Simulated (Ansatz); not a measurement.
# TiO2 (rutile): bands and what follows from them

Aim: the bands of TiO2 (rutile) near the Fermi level, with what follows from them: effective masses.

Program: Ansatz 0.2.0. Level of theory: DFT r²SCAN, scalar-relativistic, plane waves, PAW. These are calculated values, not measurements.

2 further runs of the same task are left out: 2 set aside as unsound or not needed.

## (1) Starting point

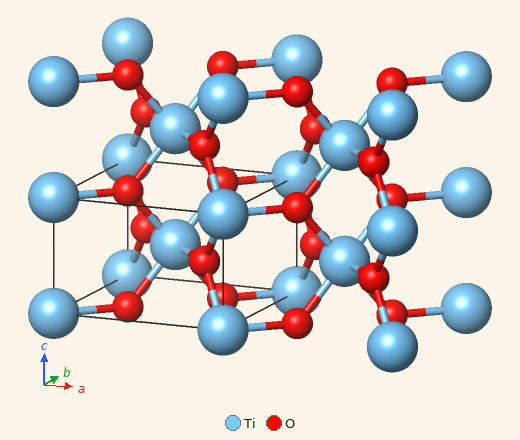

Start, viewed slightly off an axis; titanium blue, oxygen red. 2×1×2 cells are drawn. Atoms on the faces are drawn again on the opposite ones.

Structure file:

```xyz
6
Lattice="4.5942 0.0000 0.0000 0.0000 4.5942 0.0000 0.0000 0.0000 2.9587" Properties=species:S:1:pos:R:3 pbc="T T T"
Ti    0.0000    0.0000    0.0000
Ti    2.2971    2.2971    1.4794
O     1.4011    1.4011    0.0000
O     3.6982    0.8961    1.4794
O     0.8961    3.6982    1.4794
O     3.1932    3.1932    0.0000
```

The cell is the measured one, not relaxed. At r²SCAN, an earlier run found -0.13 GPa for this cell of 10.408 Å³/atom (6×6×10 mesh), gap on the mesh 2.23 eV.

## (2) Bands on a fine mesh

The input, input.yaml:

```yaml
crystal:
  lattice:
    - [4.594227901, 0.0, 0.0]
    - [0.0, 4.594227901, 0.0]
    - [0.0, 0.0, 2.9587059786]
  atoms:
    - { symbol: Ti, position: [0.0, 0.0, 0.0] }
    - { symbol: Ti, position: [0.5, 0.5, 0.5] }
    - { symbol: O, position: [0.30496, 0.30496, 0.0] }
    - { symbol: O, position: [0.80496, 0.19504, 0.5] }
    - { symbol: O, position: [0.19504, 0.80496, 0.5] }
    - { symbol: O, position: [0.69504, 0.69504, 0.0] }
basis:
  ecutwfc: 500
  ecutrho_ratio: 4
kpoints:
  mp_grid: { grid: [6, 6, 10] }
hamiltonian:
  xc: r2scan
scf:
  occupations: { method: gaussian, width: 0.05 }
output:
  forces: true
  stress: true
  eigenvalues: true
  eigenstates:
    nscf_kmesh: { grid: [10, 10, 16] }
    de_dk: true
    e_range: [-2.5, 4.727857740982]
  write_density: true
  write_potential: true
  elf: true
  volumetric_format: npy
```

Command:

```sh
ansatz run input.yaml --threads 8 --pin off --max-ram 15360MiB --backend cpu --events-out ev --progress --plain --runs-dir out
```

Log:

```text
Warning: RAYON_NUM_THREADS=8 ignored (pool sized by the plan → 8); use --threads N
Engine: ansatz 0.2.0, x86_64-unknown-linux-gnu
Pseudopotentials: kind: paw
Pseudopotential: Ti, paw, valence charge 12, recommended cutoff 500 eV (meta_gga), Ti.paw.azcp
Pseudopotential: O, paw, valence charge 6, recommended cutoff 500 eV (meta_gga), O.paw.azcp
Functional definition: r2SCAN
  parameter k0 = 0.174
  parameter k1 = 0.065
  parameter a1 = 4.9479
  exchange = r2scan_x(k0 = k0, k1 = k1, a1 = a1)
  correlation = r2scan_c
Crystal: 6 atoms, lattice volume = 62.449 Å³
Basis set: ecut = 500 eV, 1559 PW (Γ), exchange–correlation on 144×144×96 points (64 copies of the dense FFT grid, shifted against one another)
Bands: 30, of which v1, the nominal top of the filled ones, is band 24 counted from 1 (23 counted from 0)
Symmetry: 16 space group operations
Space group: P42/mnm (ITA 136), of the structure as read, at distance tolerance 4.0e-5 Å
k-points: 60 of 360
Non-local potential: Ti, projectors of the file, l = 0: 3, l = 1: 2, l = 2: 3, l = 3: 1
Non-local potential: O, projectors of the file, l = 0: 2, l = 1: 2, l = 2: 1
PAW form: soft (Blöchl's): semilocal exchange-correlation on the pseudo side does not see the compensation charge
PAW frozen core: Ti, regenerated for the run's functional (the file was generated under x = pbe(κ = 0.804, μ = 0.2195149727645171), c = pbe(β = 0.06672455060314922))
PAW frozen core: O, regenerated for the run's functional (the file was generated under x = pbe(κ = 0.804, μ = 0.2195149727645171), c = pbe(β = 0.06672455060314922))
PAW one-centre angular grid: Ti, 590 points (default); XC on 160 Gauss nodes
PAW one-centre angular grid: O, 302 points (default); XC on 160 Gauss nodes
Initial density: superposition of atomic densities (neutral atoms: chi_scale 0, normalization atom), corrected by the library's trained network
Initial wavefunctions: pseudopotential atomic-orbital guess
Functional: x = r2scan, c = r2scan; τ floored in thin density (d = 2e-4 eV/Å³)
SCF iter   1: F=—  HF=-7292.562177 eV  |F-HF|=—  |Δ(HF+E_count)|=         —  Δρ=2.75e-2  dr2=5.51e-1  dr2_τ=3.85e-1  ethr=1.77e-3  ⟨swp⟩=5.2  Hψ=7224  notcnv=0
preconditioner: auto → Resta (q_TF=auto, 2.611 Å⁻¹)  ε∞=7.3  [insulator: Δε(μ)=2.744 eV  Ē_g=10.558 eV  σ=0.050 eV  W_gap=1.00  n_scr=18 (ndim 8)  ℏωp=26.6 eV  f_vac=0.016  D(μ)=0.00/eV (n_scr^D=0)  ε∞_Penn≈7.3]
SCF iter   2: F=—  HF=-7292.583117 eV  |F-HF|=—  |Δ(HF+E_count)|=   2.09e-2  Δρ=1.22e-2  dr2=4.45e-2  dr2_τ=2.82e-2  ethr=1.15e-3  ⟨swp⟩=3.0  Hψ=3952  notcnv=0  defer=91
SCF iter   3: F=—  HF=-7292.577665 eV  |F-HF|=—  |Δ(HF+E_count)|=   5.45e-3  Δρ=4.04e-3  dr2=6.08e-3  dr2_τ=5.39e-4  ethr=9.27e-5  ⟨swp⟩=2.0  Hψ=2938  notcnv=0  defer=91
SCF iter   4: F=—  HF=-7292.577462 eV  |F-HF|=—  |Δ(HF+E_count)|=   2.03e-4  Δρ=1.16e-3  dr2=4.22e-4  dr2_τ=1.06e-4  ethr=1.27e-5  ⟨swp⟩=2.0  Hψ=2692  notcnv=0  defer=91
SCF iter   5: F=—  HF=-7292.577531 eV  |F-HF|=—  |Δ(HF+E_count)|=   6.97e-5  Δρ=1.84e-4  dr2=2.33e-5  dr2_τ=1.50e-6  ethr=8.79e-7  ⟨swp⟩=2.2  Hψ=2571  notcnv=0  defer=91
SCF iter   6: F=—  HF=-7292.577544 eV  |F-HF|=—  |Δ(HF+E_count)|=   1.28e-5  Δρ=5.11e-5  dr2=2.21e-6  dr2_τ=1.12e-7  ethr=4.85e-8  ⟨swp⟩=2.0  Hψ=3149  notcnv=0  defer=91
SCF iter   7: F=—  HF=-7292.577540 eV  |F-HF|=—  |Δ(HF+E_count)|=   4.28e-6  Δρ=2.16e-5  dr2=3.41e-7  dr2_τ=1.67e-8  ethr=4.60e-9  ⟨swp⟩=2.1  Hψ=2542  notcnv=0  defer=91
SCF iter   8: F=—  HF=-7292.577540 eV  |F-HF|=—  |Δ(HF+E_count)|=   2.94e-8  Δρ=2.76e-6  dr2=5.36e-9  dr2_τ=9.00e-11  ethr=7.10e-10  ⟨swp⟩=2.0  Hψ=2269  notcnv=0  defer=91
SCF iter   9: F=—  HF=-7292.577540 eV  |F-HF|=—  |Δ(HF+E_count)|=  1.16e-10  Δρ=2.55e-7  dr2=4.24e-11  dr2_τ=4.93e-12  ethr=1.12e-11  ⟨swp⟩=2.2  Hψ=2683  notcnv=0  defer=91
SCF iter  10: F=-7292.577540 eV  HF=-7292.577540 eV  |F-HF|=4.55e-12  |Δ(HF+E_count)|=  4.55e-11  Δρ=5.30e-8  dr2=1.35e-12  dr2_τ=1.33e-13  ethr=1.00e-12  ⟨swp⟩=10.1  Hψ=8414  notcnv=0
SCF 1 converged in 10 iterations: F = -7292.577540 eV  dr2 = 1.35e-12
NSCF: frozen V_eff on 189 k-points
SCF converged after 10 iterations
Free energy (F): -7292.577540 eV
Harris-Foulkes:  -7292.577540 eV  (|F-HF|=4.55e-12)
Internal energy: -7292.577540 eV  (E = F + TS)
E sigma→0 (E₀):  -7292.577540 eV
Fermi energy:    9.913933 eV
--- Per-component energies (eV) ---
  E_band       = -441.127488
  E_kinetic    = 1251.051105
  E_local      = -3079.571477  (includes V_loc(G=0)·N_el)
  E_nonlocal   = 191.756884
  E_hartree    = 1170.530527
  E_xc         = -482.918522
  E_vxc        = -693.244044  (∫ρ·V_xc dr)
  E_paw        = -2747.289057  (= ΣΔE_a)
  E_vpaw       = -497.781238  (= ΣTr[D̂ρ^β])
  E_aug_tail   = 0.004739  (compensation charges beyond the density's cutoff)
  E_vtau       = 45.595497  (kinetic-family band-sum trace: ∫τ·v_τ [+ j·A + Jᵃ·Aᵃ] dr)
  E_ewald      = -3595.507060
  E_core_change = -0.634678  (= ΣΔE_core)
  E_smearing   = -0.000000  (= −TS)
  E_closure    = -0.000000  (closes the sum)
  Σ components = -7292.577540   (vs F -7292.577540, Δ=0.00e0)
--- Forces (eV/Å), atoms counted from 1 ---
  atom   1  Ti     0.00000000    -0.00000000     0.00000000
  atom   2  Ti     0.00000000     0.00000000     0.00000000
  atom   3  O     -0.03113497    -0.03113497     0.00000000
  atom   4  O     -0.03113497     0.03113497     0.00000000
  atom   5  O      0.03113497    -0.03113497     0.00000000
  atom   6  O      0.03113497     0.03113497     0.00000000
  max |Σ_I F_I| component: 3.47e-18 eV/Å
--- Stress (GPa, compression-positive) ---
        0.089562       0.000000       0.000000
        0.000000       0.089562       0.000000
        0.000000       0.000000      -0.579774
  P = ⅓ Tr σ = -0.1336 GPa (-1.336 kbar)
--- Band table (eV; the first three rows and the last of 60) ---
  k-point 0: bands = ["-50.3597", "-50.3422", "-25.6119", "-25.6119", "-25.4339", "-25.4339", "-25.3878", "-25.3521", "-10.4457", "-9.2977", "-8.5342", "-8.5342", "2.9337", "3.3097", "3.8073", "4.8385", "4.8385", "6.1758", "6.1758", "6.7334", "8.0496", "8.3281", "8.3281", "8.8000", "11.0279", "11.3625", "11.5604", "11.6549", "11.6549", "13.5150"]
  k-point 1: bands = ["-50.3554", "-50.3388", "-25.5999", "-25.5999", "-25.4323", "-25.4320", "-25.4320", "-25.3990", "-10.3393", "-9.2362", "-8.5863", "-8.5863", "3.0803", "3.4209", "3.9249", "4.7246", "4.7246", "6.3892", "6.3892", "6.4292", "7.6330", "8.1307", "8.1307", "8.7473", "11.2776", "11.4532", "11.4944", "11.7809", "11.7809", "13.6537"]
  k-point 2: bands = ["-50.3441", "-50.3299", "-25.5674", "-25.5674", "-25.5469", "-25.5199", "-25.4278", "-25.4278", "-10.0496", "-9.0841", "-8.7222", "-8.7222", "3.4791", "3.7141", "4.2719", "4.5921", "4.5921", "5.7435", "6.7530", "6.7842", "6.7842", "7.6205", "7.6205", "8.5267", "11.3889", "11.6281", "11.7594", "12.0934", "12.0934", "13.4129"]
  k-point 59: bands = ["-50.3104", "-50.3104", "-25.8301", "-25.8301", "-25.4612", "-25.4612", "-25.4403", "-25.4403", "-9.1640", "-9.1640", "-8.8666", "-8.8666", "4.0006", "4.0006", "4.1371", "4.1371", "5.1585", "5.1585", "5.9873", "5.9873", "7.4924", "7.4924", "8.0946", "8.0946", "11.7380", "11.7380", "12.3821", "12.3821", "12.3898", "12.3898"]
--- Fermi surface from the table of eigenstates not read: on its mesh, or on one of the eight of every second point, the electrons fill whole bands (an insulator's do; a metal wants a denser output.eigenstates.nscf_kmesh) ---
```

Wall time 11 s (8 threads of Intel Xeon at 2.50GHz (Skylake/Cascade Lake), shared host); peak memory 0.71 GiB.

Result: volume 10.408 Å³/atom, pressure -0.13 GPa, mesh gap 2.23 eV.

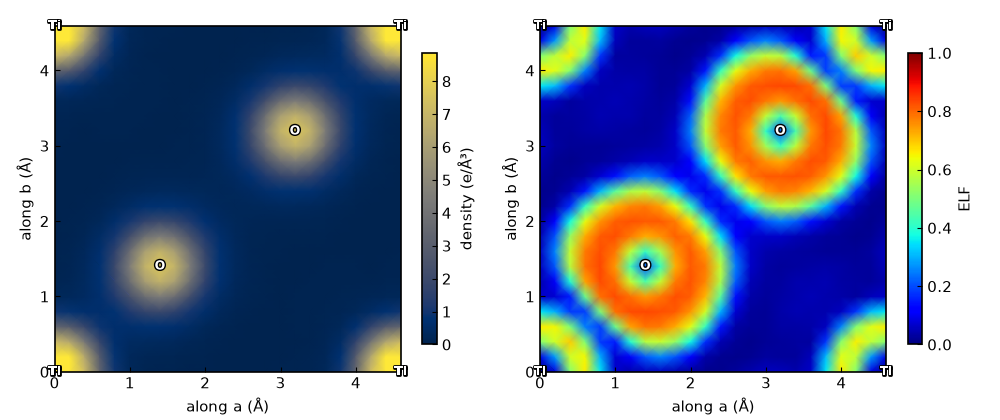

Density (left) and ELF (right) in a lattice plane of the grid's cell (edges 4.59 and 4.59 Å, at 0.000 of the third edge), which holds Ti and O. Only atoms in the plane are labelled; the density scale stops at 8.86 e/Å³. Both are smooth fields of the valence electrons: close to the nuclei they are not physical.

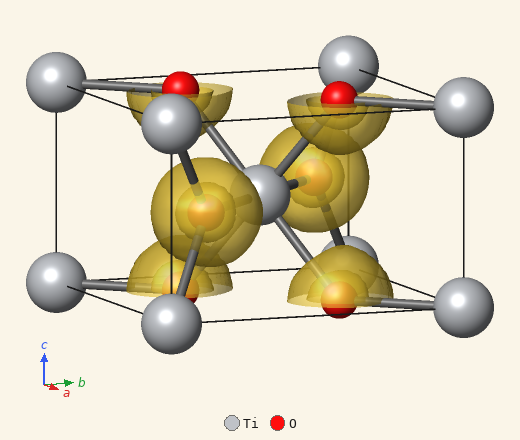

Surface of ELF = 0.77, drawn in one cell.

Maxima of ELF outside the ion cores: 0.83 in the shell around O, 0.6 Å from O.

## (3) Levels about the band edges

Changes to input.yaml since step 2:

```diff
@@ -26,8 +26,34 @@
   eigenstates:
-    nscf_kmesh: { grid: [10, 10, 16] }
+    kpoints:
+      - [0.0, 0.0, 0.0]
+      - [0.008774329, 0.0, 0.0]
+      - [-0.008774329, 0.0, 0.0]
+      - [0.0, 0.008774329, 0.0]
+      - [0.0, -0.008774329, 0.0]
+      - [0.0, 0.0, 0.005650712]
+      - [0.0, 0.0, -0.005650712]
+      - [0.006204388, 0.006204388, 0.0]
+      - [-0.006204388, -0.006204388, 0.0]
+      - [0.006204388, 0.0, 0.003995657]
+      - [-0.006204388, 0.0, -0.003995657]
+      - [0.0, 0.006204388, 0.003995657]
+      - [0.0, -0.006204388, -0.003995657]
+      - [0.005065861, 0.005065861, 0.00326244]
+      - [-0.005065861, -0.005065861, -0.00326244]
+      - [0.0, 0.0, 0.0]
+      - [0.008774329, 0.0, 0.0]
+      - [-0.008774329, 0.0, 0.0]
+      - [0.0, 0.008774329, 0.0]
+      - [0.0, -0.008774329, 0.0]
+      - [0.0, 0.0, 0.005650712]
+      - [0.0, 0.0, -0.005650712]
+      - [0.006204388, 0.006204388, 0.0]
+      - [-0.006204388, -0.006204388, 0.0]
+      - [0.006204388, 0.0, 0.003995657]
+      - [-0.006204388, 0.0, -0.003995657]
+      - [0.0, 0.006204388, 0.003995657]
+      - [0.0, -0.006204388, -0.003995657]
+      - [0.005065861, 0.005065861, 0.00326244]
+      - [-0.005065861, -0.005065861, -0.00326244]
     de_dk: true
-    e_range: [-2.5, 4.727857740982]
-  write_density: true
-  write_potential: true
-  elf: true
-  volumetric_format: npy
+    e_range: [-1.713945742581, 1.713945742576]
```

Command:

```sh
ansatz run input.yaml --threads 8 --pin off --max-ram 15360MiB --backend cpu --events-out ev --progress --plain --runs-dir out
```

Log:

```text
Warning: RAYON_NUM_THREADS=8 ignored (pool sized by the plan → 8); use --threads N
[... 10 set-up lines as earlier in the session ...]
Crystal: 6 atoms, lattice volume = 62.449 Å³
Basis set: ecut = 500 eV, 1559 PW (Γ), exchange–correlation on 144×144×96 points (64 copies of the dense FFT grid, shifted against one another)
Bands: 30, of which v1, the nominal top of the filled ones, is band 24 counted from 1 (23 counted from 0)
[... 2 set-up lines as earlier in the session ...]
k-points: 60 of 360
[... 10 set-up lines as earlier in the session ...]
SCF iter   1: F=—  HF=-7292.562177 eV  |F-HF|=—  |Δ(HF+E_count)|=         —  Δρ=2.75e-2  dr2=5.51e-1  dr2_τ=3.85e-1  ethr=1.77e-3  ⟨swp⟩=5.2  Hψ=7224  notcnv=0
preconditioner: auto → Resta (q_TF=auto, 2.611 Å⁻¹)  ε∞=7.3  [insulator: Δε(μ)=2.744 eV  Ē_g=10.558 eV  σ=0.050 eV  W_gap=1.00  n_scr=18 (ndim 8)  ℏωp=26.6 eV  f_vac=0.016  D(μ)=0.00/eV (n_scr^D=0)  ε∞_Penn≈7.3]
SCF iter   2: F=—  HF=-7292.583117 eV  |F-HF|=—  |Δ(HF+E_count)|=   2.09e-2  Δρ=1.22e-2  dr2=4.45e-2  dr2_τ=2.82e-2  ethr=1.15e-3  ⟨swp⟩=3.0  Hψ=3952  notcnv=0  defer=91
SCF iter   3: F=—  HF=-7292.577665 eV  |F-HF|=—  |Δ(HF+E_count)|=   5.45e-3  Δρ=4.04e-3  dr2=6.08e-3  dr2_τ=5.39e-4  ethr=9.27e-5  ⟨swp⟩=2.0  Hψ=2938  notcnv=0  defer=91
SCF iter   4: F=—  HF=-7292.577462 eV  |F-HF|=—  |Δ(HF+E_count)|=   2.03e-4  Δρ=1.16e-3  dr2=4.22e-4  dr2_τ=1.06e-4  ethr=1.27e-5  ⟨swp⟩=2.0  Hψ=2692  notcnv=0  defer=91
SCF iter   5: F=—  HF=-7292.577531 eV  |F-HF|=—  |Δ(HF+E_count)|=   6.97e-5  Δρ=1.84e-4  dr2=2.33e-5  dr2_τ=1.50e-6  ethr=8.79e-7  ⟨swp⟩=2.2  Hψ=2571  notcnv=0  defer=91
SCF iter   6: F=—  HF=-7292.577544 eV  |F-HF|=—  |Δ(HF+E_count)|=   1.28e-5  Δρ=5.11e-5  dr2=2.21e-6  dr2_τ=1.12e-7  ethr=4.85e-8  ⟨swp⟩=2.0  Hψ=3149  notcnv=0  defer=91
SCF iter   7: F=—  HF=-7292.577540 eV  |F-HF|=—  |Δ(HF+E_count)|=   4.28e-6  Δρ=2.16e-5  dr2=3.41e-7  dr2_τ=1.67e-8  ethr=4.60e-9  ⟨swp⟩=2.1  Hψ=2542  notcnv=0  defer=91
SCF iter   8: F=—  HF=-7292.577540 eV  |F-HF|=—  |Δ(HF+E_count)|=   2.94e-8  Δρ=2.76e-6  dr2=5.36e-9  dr2_τ=9.00e-11  ethr=7.10e-10  ⟨swp⟩=2.0  Hψ=2269  notcnv=0  defer=91
SCF iter   9: F=—  HF=-7292.577540 eV  |F-HF|=—  |Δ(HF+E_count)|=  1.16e-10  Δρ=2.55e-7  dr2=4.24e-11  dr2_τ=4.93e-12  ethr=1.12e-11  ⟨swp⟩=2.2  Hψ=2683  notcnv=0  defer=91
SCF iter  10: F=-7292.577540 eV  HF=-7292.577540 eV  |F-HF|=4.55e-12  |Δ(HF+E_count)|=  4.55e-11  Δρ=5.30e-8  dr2=1.35e-12  dr2_τ=1.33e-13  ethr=1.00e-12  ⟨swp⟩=10.1  Hψ=8414  notcnv=0
SCF 1 converged in 10 iterations: F = -7292.577540 eV  dr2 = 1.35e-12
NSCF: frozen V_eff on 30 k-points
SCF converged after 10 iterations
Free energy (F): -7292.577540 eV
Harris-Foulkes:  -7292.577540 eV  (|F-HF|=4.55e-12)
Internal energy: -7292.577540 eV  (E = F + TS)
E sigma→0 (E₀):  -7292.577540 eV
Fermi energy:    9.913933 eV
--- Per-component energies (eV) ---
  E_band       = -441.127488
  E_kinetic    = 1251.051105
  E_local      = -3079.571477  (includes V_loc(G=0)·N_el)
  E_nonlocal   = 191.756884
  E_hartree    = 1170.530527
  E_xc         = -482.918522
  E_vxc        = -693.244044  (∫ρ·V_xc dr)
  E_paw        = -2747.289057  (= ΣΔE_a)
  E_vpaw       = -497.781238  (= ΣTr[D̂ρ^β])
  E_aug_tail   = 0.004739  (compensation charges beyond the density's cutoff)
  E_vtau       = 45.595497  (kinetic-family band-sum trace: ∫τ·v_τ [+ j·A + Jᵃ·Aᵃ] dr)
  E_ewald      = -3595.507060
  E_core_change = -0.634678  (= ΣΔE_core)
  E_smearing   = -0.000000  (= −TS)
  E_closure    = -0.000000  (closes the sum)
  Σ components = -7292.577540   (vs F -7292.577540, Δ=0.00e0)
--- Forces (eV/Å), atoms counted from 1 ---
  atom   1  Ti     0.00000000    -0.00000000     0.00000000
  atom   2  Ti     0.00000000     0.00000000     0.00000000
  atom   3  O     -0.03113497    -0.03113497     0.00000000
  atom   4  O     -0.03113497     0.03113497     0.00000000
  atom   5  O      0.03113497    -0.03113497     0.00000000
  atom   6  O      0.03113497     0.03113497     0.00000000
  max |Σ_I F_I| component: 3.47e-18 eV/Å
--- Stress (GPa, compression-positive) ---
        0.089562       0.000000       0.000000
        0.000000       0.089562       0.000000
        0.000000       0.000000      -0.579774
  P = ⅓ Tr σ = -0.1336 GPa (-1.336 kbar)
--- Band table (eV; the first three rows and the last of 60) ---
  k-point 0: bands = ["-50.3597", "-50.3422", "-25.6119", "-25.6119", "-25.4339", "-25.4339", "-25.3878", "-25.3521", "-10.4457", "-9.2977", "-8.5342", "-8.5342", "2.9337", "3.3097", "3.8073", "4.8385", "4.8385", "6.1758", "6.1758", "6.7334", "8.0496", "8.3281", "8.3281", "8.8000", "11.0279", "11.3625", "11.5604", "11.6549", "11.6549", "13.5150"]
  k-point 1: bands = ["-50.3554", "-50.3388", "-25.5999", "-25.5999", "-25.4323", "-25.4320", "-25.4320", "-25.3990", "-10.3393", "-9.2362", "-8.5863", "-8.5863", "3.0803", "3.4209", "3.9249", "4.7246", "4.7246", "6.3892", "6.3892", "6.4292", "7.6330", "8.1307", "8.1307", "8.7473", "11.2776", "11.4532", "11.4944", "11.7809", "11.7809", "13.6537"]
  k-point 2: bands = ["-50.3441", "-50.3299", "-25.5674", "-25.5674", "-25.5469", "-25.5199", "-25.4278", "-25.4278", "-10.0496", "-9.0841", "-8.7222", "-8.7222", "3.4791", "3.7141", "4.2719", "4.5921", "4.5921", "5.7435", "6.7530", "6.7842", "6.7842", "7.6205", "7.6205", "8.5267", "11.3889", "11.6281", "11.7594", "12.0934", "12.0934", "13.4129"]
  k-point 59: bands = ["-50.3104", "-50.3104", "-25.8301", "-25.8301", "-25.4612", "-25.4612", "-25.4403", "-25.4403", "-9.1640", "-9.1640", "-8.8666", "-8.8666", "4.0006", "4.0006", "4.1371", "4.1371", "5.1585", "5.1585", "5.9873", "5.9873", "7.4924", "7.4924", "8.0946", "8.0946", "11.7380", "11.7380", "12.3821", "12.3821", "12.3898", "12.3898"]
```

Wall time 7.7 s (8 threads of Intel Xeon at 2.50GHz (Skylake/Cascade Lake), shared host); peak memory 0.64 GiB.

Read off: volume 10.408 Å³/atom, pressure -0.13 GPa, gap on the mesh 2.23 eV.

## (4) Masses at the band edges

Effective masses from the curvatures, in electron masses (holes for the valence edge):

```tsv
edge	band from the edge	degeneracy	x	y	z	[110]	[111]
valence	1	1	2.29	2.29	3.63	2.30	2.62
conduction	1	1	1.16	1.16	0.59	1.17	0.88
```

The edges lie at k = (0.00, 0.00, 0.00) and (0.00, 0.00, 0.00).

## (5) What came out

| quantity | value |
| --- | --- |
| mass at the valence edge, x y z | 2.29 2.29 3.63 |
| mass at the conduction edge, x y z | 1.16 1.16 0.59 |

In words: Electrons are lighter than the top holes: the harmonic means over x, y and z are 0.88 and 2.61.
